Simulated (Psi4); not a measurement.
# AlH2Cl (SMILES [H][Al]([H])[Cl]): MP2/jun-cc-pVTZ (ZORA, density fitting for correlation)

Aim: the energy change on altering one bond length of AlH2Cl at MP2/jun-cc-pVTZ (ZORA, density fitting for correlation), from 2 runs. 

The calculation is run with Psi4 1.11.

5 further runs of the same task are left out: 2 that didn't finish, 3 set aside as unsound or not needed.

### Step 1. The system as given

The species is AlH2Cl (4 atoms), meant as a singlet with charge 0. As SMILES, `[H][Al]([H])[Cl]`. The shape comes from GFN2-xTB, which is rough for such elements, and wasn't checked as a minimum.

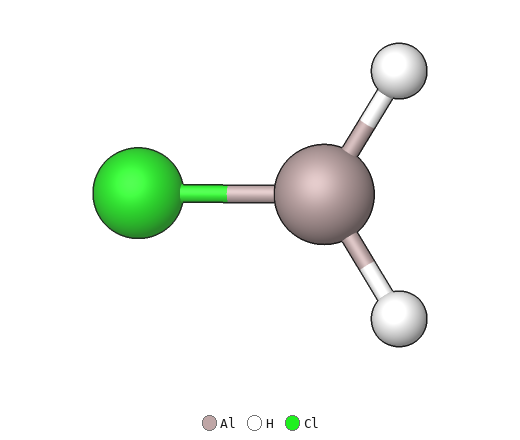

The structure, seen from a chosen angle (aluminium light grey, hydrogen white, chlorine green).

### Step 2. The energy at MP2/jun-cc-pVTZ (ZORA, density fitting for correlation)

File alclh2.json:

```json
{
 "schema_name": "qcschema_input",
 "schema_version": 1,
 "molecule": {
  "schema_name": "qcschema_molecule",
  "schema_version": 2,
  "symbols": ["Al", "H", "H", "Cl"],
  "geometry": [0.09407057, 0.15671499, -0.0041574, 2.99903315, 0.20692501, 0.02515225, -1.23038178, 2.74282409, -0.03684966, -1.86272194, -3.10648298, 0.0158737],
  "molecular_charge": 0,
  "molecular_multiplicity": 1
 },
 "driver": "energy",
 "model": {
  "method": "mp2",
  "basis": "jun-cc-pVTZ"
 },
 "keywords": {
  "reference": "rhf",
  "scf_type": "direct",
  "freeze_core": true,
  "mp2_type": "df",
  "relativistic": "zora"
 }
}
```

Command:

```bash
psi4 --qcschema alclh2.json -n 1 --memory 1600MB
```

stdout:

```text
[...]
  Running in c1 symmetry.
[...]
  Nuclear repulsion =   73.011449266648029
[...]
  Multiplicity = 1
[...]
  Nalpha       = 16
  Nbeta        = 16
[...]
    Number of basis functions: 114
[...]
   @DF-RHF iter   1:  -705.44098048516742   -5.38696e-01   1.62674e-03 ADIIS/DIIS
[...]
   @RHF iter  15:  -705.45669648396506   -1.22782e-11   7.13148e-09 DIIS
[...]
    Orbital Energies [Eh]
    ---------------------
    Doubly Occupied:
       1A   -105.637041     2A    -58.757374     3A    -10.631539
       4A     -8.037996     5A     -8.037051     6A     -8.036877
       7A     -4.933258     8A     -3.229696     9A     -3.228987
      10A     -3.227370    11A     -1.099984    12A     -0.597213
      13A     -0.498911    14A     -0.494033    15A     -0.482951
      16A     -0.428600
[...]
  @RHF Final Energy:  -705.45669648396506
   => Energetics <=
    Nuclear Repulsion Energy =             73.0114492666480288
    One-Electron Energy =               -1122.2185327669683375
    Two-Electron Energy =                 343.7503870163552619
    Total Energy =                       -705.4566964839650609
[...]
 Multipole Moments:
 ------------------------------------------------------------------------------------
     Multipole            Electronic (a.u.)      Nuclear  (a.u.)        Total (a.u.)
 ------------------------------------------------------------------------------------
 L = 1.  Multiply by 2.5417464519 to convert [e a0] to [Debye]
 Dipole X            :         -1.6100099            1.7497338            0.1397239
 Dipole Y            :         -2.6854383            2.9182085            0.2327702
 Dipole Z            :          0.0056118           -0.0115667           -0.0059549
 Magnitude           :                                                    0.2715515
[...]
```

The result, in JSON:

```text
{
 "driver": "energy",
 "model": {
  "method": "mp2",
  "basis": "jun-cc-pVTZ"
 },
 "success": true,
 "return_result": -705.7284673514577,
 "properties": {
  "calcinfo_nbasis": 114,
  "calcinfo_nmo": 114,
  "calcinfo_nalpha": 16,
  "calcinfo_nbeta": 16,
  "calcinfo_natom": 4,
  "nuclear_repulsion_energy": 73.01144926664803,
  "return_energy": -705.7284673514577,
  "scf_one_electron_energy": -1122.2185327669683,
  "scf_two_electron_energy": 343.75038701635526,
  "scf_dipole_moment": [0.139723940511697, 0.23277020050436015, -0.005954865823113966],
  "scf_total_energy": -705.4566964839651,
  "scf_iterations": 15,
  "mp2_same_spin_correlation_energy": -0.0563558981948855,
  "mp2_opposite_spin_correlation_energy": -0.2154149692977471,
  "mp2_singles_energy": -1.483442249940298e-26,
  "mp2_doubles_energy": -0.2717708674926326,
  "mp2_correlation_energy": -0.2717708674926326,
  "mp2_total_energy": -705.7284673514577
 }
}
```

Run time: 49 s. Hardware: 1 thread of Intel Xeon at 2.60GHz (Ice Lake), shared host; peak memory 0.41 GiB.

### Step 3. The distorted shape, same level

File alclh2.xyz:

```xyz
4
AlClH2
Al    -0.053748    -0.089716    -0.001140
H      1.483492    -0.063146     0.014370
H     -0.754618     1.278794    -0.018440
Cl    -0.985710    -1.643880     0.008400
```

File job.py:

```python
import psi4

psi4.set_memory('1600 MB')
psi4.set_num_threads(1)
psi4.set_output_file('psi4.out', False)

with open('alclh2.xyz') as f:
    atoms = ''.join(f.readlines()[2:])
geom = psi4.geometry('0 1\n' + atoms + '')

psi4.set_options({
    'basis': 'jun-cc-pVTZ',
    'reference': 'rhf',
    'scf_type': 'direct',
    'freeze_core': True,
    'mp2_type': 'df',
    'relativistic': 'zora',
})

result, w = psi4.energy("mp2", return_wfn=True)
print(f'total energy {result:.8f} hartree = {result * 27.211386:.5f} eV')
```

Command:

```bash
python job.py
```

psi4.out:

```text
[...]
  Running in c1 symmetry.
[...]
  Nuclear repulsion =   79.821383653750061
[...]
  Multiplicity = 1
[...]
  Nalpha       = 16
  Nbeta        = 16
[...]
    Number of basis functions: 114
[...]
   @DF-RHF iter   1:  -705.40424017841372   -3.08601e-01   1.67028e-03 DIIS/ADIIS
[...]
   @RHF iter  14:  -705.41926260473883   -8.64020e-12   6.11967e-09 DIIS
[...]
    Orbital Energies [Eh]
    ---------------------
    Doubly Occupied:
       1A   -105.641445     2A    -58.731768     3A    -10.642197
       4A     -8.048999     5A     -8.047187     6A     -8.046985
       7A     -4.916108     8A     -3.214688     9A     -3.210937
      10A     -3.208569    11A     -1.135702    12A     -0.610714
      13A     -0.519396    14A     -0.510405    15A     -0.498538
      16A     -0.417763
[...]
  @RHF Final Energy:  -705.41926260473883
   => Energetics <=
    Nuclear Repulsion Energy =             79.8213836537500612
    One-Electron Energy =               -1135.6784938487389809
    Two-Electron Energy =                 350.4378475902501009
    Total Energy =                       -705.4192626047388330
[...]
 Multipole Moments:
 ------------------------------------------------------------------------------------
     Multipole            Electronic (a.u.)      Nuclear  (a.u.)        Total (a.u.)
 ------------------------------------------------------------------------------------
 L = 1.  Multiply by 2.5417464519 to convert [e a0] to [Debye]
 Dipole X            :         -1.7072677            1.6531449           -0.0541228
 Dipole Y            :         -2.8476404            2.7571343           -0.0905061
 Dipole Z            :          0.0064778           -0.0105777           -0.0040999
 Magnitude           :                                                    0.1055341
[...]
```

Standard output:

```text
total energy -705.69106675 hartree = -19202.83201 eV
```

It took 50 s on 1 thread of Intel Xeon at 2.60GHz (Ice Lake), shared host; peak memory 0.41 GiB.

### Step 4. Results

Level: MP2/jun-cc-pVTZ (ZORA, density fitting for correlation), 10 core orbitals frozen.

| quantity | value |
| --- | --- |
| first shape: total energy | -705.72847 Eh |
| first shape: HOMO energy (Hartree–Fock orbitals) | -11.66 eV |
| first shape: LUMO energy (Hartree–Fock orbitals) | 0.56 eV |
| first shape: HOMO–LUMO gap (Hartree–Fock orbitals) | 12.22 eV |
| first shape: correlation energy (10 core orbitals frozen) | -271.8 mEh |
| distorted shape: total energy | -705.69107 Eh |
| distorted shape: HOMO energy (Hartree–Fock orbitals) | -11.37 eV |
| distorted shape: LUMO energy (Hartree–Fock orbitals) | 0.66 eV |
| distorted shape: HOMO–LUMO gap (Hartree–Fock orbitals) | 12.03 eV |
| distorted shape: correlation energy (10 core orbitals frozen) | -271.8 mEh |
| energy change with the Al1–Cl4 bond shortened from 2.014 to 1.812 Å | 1.018 eV |

With the Al1–Cl4 bond shortened from 2.014 to 1.812 Å the energy rises by 1.02 eV (98 kJ/mol). The first shape isn't relaxed at this level, so the change isn't measured from a minimum.
